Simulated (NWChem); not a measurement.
**Energy and gradient calculation of InH₃Cl (charge −1) (part 3 of 4)**

InH₃Cl, charge −1; SVWN5/def2-SVP, RKS, core potentials def2-SVP (NWChem 7.3.0). The geometry comes from this level: GFN2-xTB.

Geometry of the input (Å):
```
In -0.0022  0.0006  -0.1757
Cl 0.0128  -0.0204  2.1636
H  1.6208  0.0134  -0.6709
H  -0.8181  1.4110  -0.6459
H  -0.8134  -1.4046  -0.6711
```

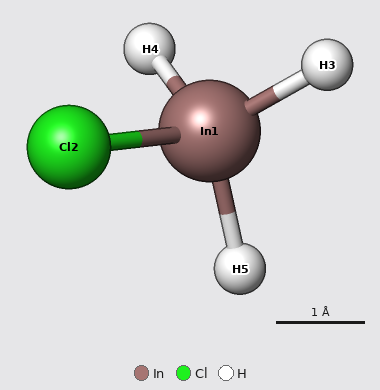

Fig. 1: The structure (ball-and-stick view, seen at a tilt; atoms are numbered from 1 in the order of the input). Sticks mark near contacts.

The program's output, continued
```
 Vector   37  Occ=0.000000D+00  E= 8.955792D-01
              MO Center= -3.5D-02, -3.8D-01,  2.9D-01, r^2= 3.9D+00
   Bfn.  Coefficient  Atom+Function         Bfn.  Coefficient  Atom+Function
  ----- ------------  ---------------      ----- ------------  ---------------
    55      0.992976  5 H  s                 45     -0.682358  3 H  s
    56     -0.538368  5 H  s                 22     -0.439134  1 In d -2
    12      0.424837  1 In py                26      0.399331  1 In d  2
    11      0.380932  1 In px                40     -0.375626  2 Cl d -2
    46      0.372910  3 H  s                 44      0.346204  2 Cl d  2

 Vector   38  Occ=0.000000D+00  E= 8.960639D-01
              MO Center=  3.6D-02,  3.7D-01,  3.1D-01, r^2= 3.9D+00
   Bfn.  Coefficient  Atom+Function         Bfn.  Coefficient  Atom+Function
  ----- ------------  ---------------      ----- ------------  ---------------
    50      0.965200  4 H  s                 45     -0.749562  3 H  s
    51     -0.523927  4 H  s                 26      0.442338  1 In d  2
    11      0.422566  1 In px                22      0.407048  1 In d -2
    46      0.403597  3 H  s                 12     -0.380695  1 In py
    44      0.380311  2 Cl d  2              40      0.345378  2 Cl d -2

 Vector   39  Occ=0.000000D+00  E= 9.654814D-01
              MO Center= -3.9D-02, -5.4D-02,  1.9D+00, r^2= 1.6D+00
   Bfn.  Coefficient  Atom+Function         Bfn.  Coefficient  Atom+Function
  ----- ------------  ---------------      ----- ------------  ---------------
    41      0.638084  2 Cl d -1              40      0.599220  2 Cl d -2
    35     -0.358786  2 Cl py                55      0.309705  5 H  s
    38      0.288974  2 Cl py                56     -0.266917  5 H  s
    50     -0.214232  4 H  s                 43     -0.206031  2 Cl d  1
    12      0.197022  1 In py                44     -0.187204  2 Cl d  2

 Vector   40  Occ=0.000000D+00  E= 9.656323D-01
              MO Center=  6.2D-02,  1.7D-02,  1.9D+00, r^2= 1.6D+00
   Bfn.  Coefficient  Atom+Function         Bfn.  Coefficient  Atom+Function
  ----- ------------  ---------------      ----- ------------  ---------------
    43      0.648424  2 Cl d  1              44      0.586671  2 Cl d  2
    34      0.363589  2 Cl px                45      0.301095  3 H  s
    37     -0.292554  2 Cl px                46     -0.262247  3 H  s
    50     -0.232223  4 H  s                 51      0.201995  4 H  s
    11     -0.196354  1 In px                41      0.197268  2 Cl d -1

 Vector   41  Occ=0.000000D+00  E= 9.859923D-01
              MO Center=  1.6D-02, -7.8D-02,  1.4D+00, r^2= 2.9D+00
   Bfn.  Coefficient  Atom+Function         Bfn.  Coefficient  Atom+Function
  ----- ------------  ---------------      ----- ------------  ---------------
    55      0.509278  5 H  s                 44     -0.447451  2 Cl d  2
    43      0.438002  2 Cl d  1              41     -0.400904  2 Cl d -1
    45     -0.401059  3 H  s                 40      0.386969  2 Cl d -2
    26      0.371941  1 In d  2              22     -0.328501  1 In d -2
    25      0.319362  1 In d  1              23     -0.283989  1 In d -1

 Vector   42  Occ=0.000000D+00  E= 9.863960D-01
              MO Center=  4.3D-04,  5.4D-02,  1.4D+00, r^2= 2.9D+00
   Bfn.  Coefficient  Atom+Function         Bfn.  Coefficient  Atom+Function
  ----- ------------  ---------------      ----- ------------  ---------------
    50      0.533300  4 H  s                 41      0.448977  2 Cl d -1
    40     -0.433507  2 Cl d -2              43      0.395091  2 Cl d  1
    44     -0.389592  2 Cl d  2              22      0.383930  1 In d -2
    45     -0.364305  3 H  s                 26      0.337931  1 In d  2
    23      0.310598  1 In d -1              25      0.281445  1 In d  1

 Vector   43  Occ=0.000000D+00  E= 1.030252D+00
              MO Center=  9.0D-03, -1.6D-02,  1.6D+00, r^2= 2.3D+00
   Bfn.  Coefficient  Atom+Function         Bfn.  Coefficient  Atom+Function
  ----- ------------  ---------------      ----- ------------  ---------------
    36      0.954061  2 Cl pz                24      0.616436  1 In d  0
    42     -0.600603  2 Cl d  0              39     -0.543362  2 Cl pz
    33      0.302377  2 Cl pz                30     -0.278408  2 Cl s
    13      0.273899  1 In pz                19     -0.198103  1 In d  0
     4     -0.190597  1 In s                 45      0.187859  3 H  s

 Vector   44  Occ=0.000000D+00  E= 1.098229D+00
              MO Center= -4.4D-03, -4.9D-03,  2.0D+00, r^2= 2.3D+00
   Bfn.  Coefficient  Atom+Function         Bfn.  Coefficient  Atom+Function
  ----- ------------  ---------------      ----- ------------  ---------------
    35      1.119225  2 Cl py                38     -1.074867  2 Cl py
    34     -0.417699  2 Cl px                37      0.401129  2 Cl px
    41      0.353168  2 Cl d -1              32      0.338324  2 Cl py
    15      0.317002  1 In py                23      0.251938  1 In d -1
    51     -0.245513  4 H  s                 56      0.158571  5 H  s

 Vector   45  Occ=0.000000D+00  E= 1.098274D+00
              MO Center=  2.8D-02, -3.2D-02,  2.0D+00, r^2= 2.3D+00
   Bfn.  Coefficient  Atom+Function         Bfn.  Coefficient  Atom+Function
  ----- ------------  ---------------      ----- ------------  ---------------
    34      1.119309  2 Cl px                37     -1.074908  2 Cl px
    35      0.418102  2 Cl py                38     -0.401526  2 Cl py
    43     -0.353451  2 Cl d  1              31      0.338348  2 Cl px
    14      0.316671  1 In px                25     -0.249670  1 In d  1
    46     -0.232689  3 H  s                 56      0.191026  5 H  s

 Vector   46  Occ=0.000000D+00  E= 1.381384D+00
              MO Center=  9.0D-03, -1.4D-02,  1.5D+00, r^2= 2.9D+00
   Bfn.  Coefficient  Atom+Function         Bfn.  Coefficient  Atom+Function
  ----- ------------  ---------------      ----- ------------  ---------------
    30      2.254475  2 Cl s                 39     -1.788282  2 Cl pz
    29     -1.240406  2 Cl s                 13     -1.113063  1 In pz
     4     -1.026216  1 In s                 24     -1.015989  1 In d  0
    36      0.921293  2 Cl pz                42      0.750231  2 Cl d  0
     3     -0.255614  1 In s                 33      0.237092  2 Cl pz

 Vector   47  Occ=0.000000D+00  E= 1.531105D+00
              MO Center= -1.4D-03,  1.2D-02, -6.6D-01, r^2= 3.1D+00
   Bfn.  Coefficient  Atom+Function         Bfn.  Coefficient  Atom+Function
  ----- ------------  ---------------      ----- ------------  ---------------
    48      0.578028  3 H  py                52     -0.501958  4 H  px
    57      0.498864  5 H  px                53     -0.288126  4 H  py
    58     -0.286549  5 H  py

 Vector   48  Occ=0.000000D+00  E= 1.653629D+00
              MO Center=  8.5D-02,  1.6D-01, -5.2D-01, r^2= 3.3D+00
   Bfn.  Coefficient  Atom+Function         Bfn.  Coefficient  Atom+Function
  ----- ------------  ---------------      ----- ------------  ---------------
    49      0.548856  3 H  pz                54     -0.550299  4 H  pz
    57      0.431513  5 H  px                52      0.311086  4 H  px
    25      0.296755  1 In d  1              48     -0.246536  3 H  py
    58     -0.244848  5 H  py                37      0.211375  2 Cl px
    47      0.199789  3 H  px                26      0.177852  1 In d  2

 Vector   49  Occ=0.000000D+00  E= 1.654754D+00
              MO Center= -1.0D-01, -1.6D-01, -5.2D-01, r^2= 3.3D+00
   Bfn.  Coefficient  Atom+Function         Bfn.  Coefficient  Atom+Function
  ----- ------------  ---------------      ----- ------------  ---------------
    59      0.641098  5 H  pz                48     -0.427440  3 H  py
    54     -0.319432  4 H  pz                49     -0.312249  3 H  pz
    52     -0.312591  4 H  px                53     -0.307916  4 H  py
    23      0.298660  1 In d -1              38     -0.212733  2 Cl py
    58     -0.202236  5 H  py                22      0.178046  1 In d -2

 Vector   50  Occ=0.000000D+00  E= 1.712006D+00
              MO Center=  6.1D-03,  1.7D-02, -5.3D-01, r^2= 3.4D+00
   Bfn.  Coefficient  Atom+Function         Bfn.  Coefficient  Atom+Function
  ----- ------------  ---------------      ----- ------------  ---------------
    30      0.683628  2 Cl s                 49      0.580877  3 H  pz
    54      0.581786  4 H  pz                59      0.571991  5 H  pz
    39     -0.466063  2 Cl pz                13     -0.459311  1 In pz
    29     -0.442296  2 Cl s                  4     -0.385049  1 In s
    36      0.268323  2 Cl pz                47      0.130872  3 H  px

 Vector   51  Occ=0.000000D+00  E= 1.819662D+00
              MO Center= -7.2D-02, -2.4D-01, -6.0D-01, r^2= 3.2D+00
   Bfn.  Coefficient  Atom+Function         Bfn.  Coefficient  Atom+Function
  ----- ------------  ---------------      ----- ------------  ---------------
    57      0.632973  5 H  px                54      0.442851  4 H  pz
    48     -0.431236  3 H  py                49     -0.384409  3 H  pz
    26      0.332180  1 In d  2              58     -0.333773  5 H  py
    53      0.292140  4 H  py                25     -0.274322  1 In d  1
    22      0.251527  1 In d -2              23     -0.209811  1 In d -1

 Vector   52  Occ=0.000000D+00  E= 1.820877D+00
              MO Center=  6.5D-02,  2.5D-01, -5.9D-01, r^2= 3.2D+00
   Bfn.  Coefficient  Atom+Function         Bfn.  Coefficient  Atom+Function
  ----- ------------  ---------------      ----- ------------  ---------------
    52      0.609209  4 H  px                48      0.577963  3 H  py
    59      0.470877  5 H  pz                22     -0.335402  1 In d -2
    49     -0.284243  3 H  pz                53      0.274782  4 H  py
    23      0.272179  1 In d -1              26      0.259775  1 In d  2
    58     -0.220869  5 H  py                25     -0.201126  1 In d  1

 Vector   53  Occ=0.000000D+00  E= 1.925279D+00
              MO Center= -4.4D-03,  2.9D-03, -6.4D-01, r^2= 3.4D+00
   Bfn.  Coefficient  Atom+Function         Bfn.  Coefficient  Atom+Function
  ----- ------------  ---------------      ----- ------------  ---------------
     3      0.801370  1 In s                 47      0.656727  3 H  px
    56     -0.606999  5 H  s                 46     -0.603428  3 H  s
    51     -0.603200  4 H  s                 58     -0.570538  5 H  py
    53      0.566686  4 H  py                 4      0.560140  1 In s
    13     -0.541507  1 In pz                24     -0.462960  1 In d  0

 Vector   54  Occ=0.000000D+00  E= 2.039358D+00
              MO Center=  1.2D-01,  7.6D-01, -6.0D-01, r^2= 2.9D+00
   Bfn.  Coefficient  Atom+Function         Bfn.  Coefficient  Atom+Function
  ----- ------------  ---------------      ----- ------------  ---------------
    51      0.942145  4 H  s                 11      0.865738  1 In px
    53     -0.785991  4 H  py                46     -0.760899  3 H  s
    47      0.735526  3 H  px                12     -0.731245  1 In py
    26      0.571592  1 In d  2              22      0.492974  1 In d -2
    52      0.468648  4 H  px                54      0.307225  4 H  pz

 Vector   55  Occ=0.000000D+00  E= 2.040067D+00
              MO Center= -1.2D-01, -7.4D-01, -6.2D-01, r^2= 3.0D+00
   Bfn.  Coefficient  Atom+Function         Bfn.  Coefficient  Atom+Function
  ----- ------------  ---------------      ----- ------------  ---------------
    56      0.982243  5 H  s                 12      0.868899  1 In py
    58      0.818149  5 H  py                11      0.731696  1 In px
    46     -0.649318  3 H  s                 47      0.627285  3 H  px
    22     -0.566332  1 In d -2              26      0.483953  1 In d  2
    57      0.481821  5 H  px                51     -0.339829  4 H  s

 Vector   56  Occ=0.000000D+00  E= 1.631681D+01
              MO Center=  4.4D-03,  2.3D-02, -1.9D-01, r^2= 5.4D-01
   Bfn.  Coefficient  Atom+Function         Bfn.  Coefficient  Atom+Function
  ----- ------------  ---------------      ----- ------------  ---------------
     8      1.120975  1 In px                 5     -0.945154  1 In px
     9     -0.831145  1 In py                 6      0.700780  1 In py
    11     -0.653782  1 In px                12      0.484876  1 In py
    51     -0.201834  4 H  s                 46      0.175802  3 H  s
    26     -0.153390  1 In d  2              50     -0.149834  4 H  s

 Vector   57  Occ=0.000000D+00  E= 1.631877D+01
              MO Center= -8.7D-03, -2.2D-02, -1.9D-01, r^2= 5.4D-01
   Bfn.  Coefficient  Atom+Function         Bfn.  Coefficient  Atom+Function
  ----- ------------  ---------------      ----- ------------  ---------------
     9      1.121164  1 In py                 6     -0.945160  1 In py
     8      0.831358  1 In px                 5     -0.700852  1 In px
    12     -0.654809  1 In py                11     -0.485420  1 In px
    56     -0.218638  5 H  s                 55     -0.162137  5 H  s
    22      0.152698  1 In d -2              46      0.132498  3 H  s

 Vector   58  Occ=0.000000D+00  E= 1.663938D+01
              MO Center= -2.1D-03,  5.7D-04, -1.6D-01, r^2= 5.6D-01
   Bfn.  Coefficient  Atom+Function         Bfn.  Coefficient  Atom+Function
  ----- ------------  ---------------      ----- ------------  ---------------
    10      1.421166  1 In pz                 7     -1.175179  1 In pz
    13     -0.923953  1 In pz                30      0.493633  2 Cl s
    39     -0.415584  2 Cl pz                24     -0.312452  1 In d  0
    29     -0.172422  2 Cl s                  4     -0.135800  1 In s
    16      0.124081  1 In pz                42      0.123214  2 Cl d  0

 Vector   59  Occ=0.000000D+00  E= 6.111771D+01
              MO Center= -2.1D-03,  6.2D-04, -1.8D-01, r^2= 4.6D-02
   Bfn.  Coefficient  Atom+Function         Bfn.  Coefficient  Atom+Function
  ----- ------------  ---------------      ----- ------------  ---------------
     1      3.710966  1 In s                  2      3.505702  1 In s
     3     -0.044161  1 In s

     ---------------------------------------------
      Total Density - Mulliken Population Analysis
     ---------------------------------------------

    Atom       Charge   Shell Charges
 -----------   ------   -------------------------------------------------------
    1 In  21    21.10  -0.60  2.60  0.92  0.26  2.80  3.21  1.26  0.59  9.54  0.51
    2 Cl  17    17.40   2.00  1.98  1.25  0.71  5.92  2.15  3.39  0.01
    3 H    1     1.17   0.66  0.50  0.01
    4 H    1     1.17   0.66  0.50  0.01
    5 H    1     1.17   0.66  0.50  0.01

     -------------------------------------------
      Total Density - Lowdin Population Analysis
     -------------------------------------------

    Atom       Charge   Shell Charges
 -----------   ------   -------------------------------------------------------
    1 In  21    21.38   0.54  1.39  0.64  0.41  2.87  3.03  1.37  0.88  9.27  0.98
    2 Cl  17    17.20   2.00  1.95  1.04  0.80  5.82  2.28  3.30  0.01
    3 H    1     1.14   0.58  0.53  0.03
    4 H    1     1.14   0.58  0.53  0.03
    5 H    1     1.14   0.58  0.53  0.03

 center of mass
 --------------
 x =   0.00234613 y =  -0.00766897 z =   0.66083702

 moments of inertia (a.u.)
 ------------------
         549.535286496293          -0.005066448708          -3.328860397681
          -0.005066448708         549.491191919731           4.688210193300
          -3.328860397681           4.688210193300          28.575212975662

     Multipole analysis of the density
     ---------------------------------

     L   x y z        total         alpha         beta         nuclear
     -   - - -        -----         -----         ----         -------
     0   0 0 0     -1.000000    -21.000000    -21.000000     41.000000

     1   1 0 0     -0.007056     -0.156407     -0.156407      0.305758
     1   0 1 0      0.007573      0.299717      0.299717     -0.591862
     1   0 0 1     -0.908922    -29.843716    -29.843716     58.778510

     2   2 0 0    -34.538252    -24.340997    -24.340997     14.143743
     2   1 1 0     -0.002700     -0.010951     -0.010951      0.019202
     2   1 0 1     -0.025416     -0.843959     -0.843959      1.662502
     2   0 2 0    -34.536968    -24.359071    -24.359071     14.181173
     2   0 1 1      0.043320      1.322587      1.322587     -2.601853
     2   0 0 2    -38.813188   -165.014481   -165.014481    291.215774

            General Information
            -------------------
          SCF calculation type: DFT
          Wavefunction type:  closed shell.
          No. of atoms     :     5
          No. of electrons :    42
           Alpha electrons :    21
            Beta electrons :    21
          Charge           :    -1
          Spin multiplicity:     1
          Use of symmetry is: off; symmetry adaption is: off
          Maximum number of iterations: 100
          AO basis - number of functions:    59
                     number of shells:    27
          Convergence on energy requested:  1.00D-08
          Convergence on density requested:  1.00D-05
          Convergence on gradient requested:  5.00D-04

              XC Information
              --------------
                        Slater Exchange Functional  1.000 local
                      VWN V Correlation Functional  1.000 local

             Grid Information
             ----------------
          Grid used for XC integration:  xfine
          Radial quadrature: Mura-Knowles
          Angular quadrature: Lebedev.
          Tag              B.-S. Rad. Rad. Pts. Rad. Cut. Ang. Pts.
          ---              ---------- --------- --------- ---------
          In                  1.55      205           8.0      1454
          Cl                  1.00      125          10.0      1454
          H                   0.35      100          10.0      1202
          Grid pruning is: on
          Number of quadrature shells:   630
          Spatial weights used:  Erf1

          Convergence Information
          -----------------------
          Convergence aids based upon iterative change in
          total energy or number of iterations.
          Levelshifting, if invoked, occurs when the
          HOMO/LUMO gap drops below (HL_TOL):  1.00D-02
          DIIS, if invoked, will attempt to extrapolate
          using up to (NFOCK): 10 stored Fock matrices.

                    Damping( 0%)  Levelshifting(0.5)       DIIS
                  --------------- ------------------- ---------------
          dE  on:    start            ASAP                start
          dE off:    2 iters        100 iters           100 iters

      Screening Tolerance Information
      -------------------------------
          Density screening/tol_rho:  1.00D-11
          AO Gaussian exp screening on grid/accAOfunc:  18
          CD Gaussian exp screening on grid/accCDfunc:  20
          XC Gaussian exp screening on grid/accXCfunc:  20
          Schwarz screening/accCoul:  1.00D-09

                            NWChem DFT Gradient Module
                            --------------------------

  charge          =  -1.00
  wavefunction    = closed shell

                         DFT ENERGY GRADIENTS

    atom               coordinates                        gradient
                 x          y          z           x          y          z
   1 In     -0.004063   0.001172  -0.332025   -0.000100  -0.000053   0.015506
   2 Cl      0.024188  -0.038456   4.088687   -0.000136   0.000266  -0.028316
   3 H       3.062849   0.025285  -1.267874   -0.016158  -0.000017   0.004357
   4 H      -1.545966   2.666384  -1.220650    0.008326  -0.014200   0.004120
   5 H      -1.537009  -2.654385  -1.268120    0.008067   0.014004   0.004333

                 ----------------------------------------
                 |  Time  |  1-e(secs)   |  2-e(secs)   |
                 ----------------------------------------
                 |  CPU   |       0.01   |       1.01   |
                 ----------------------------------------
                 |  WALL  |       0.01   |       1.01   |
                 ----------------------------------------

 Task  times  cpu:        6.5s     wall:        6.5s
 Total times  cpu:        6.5s     wall:        6.5s
```
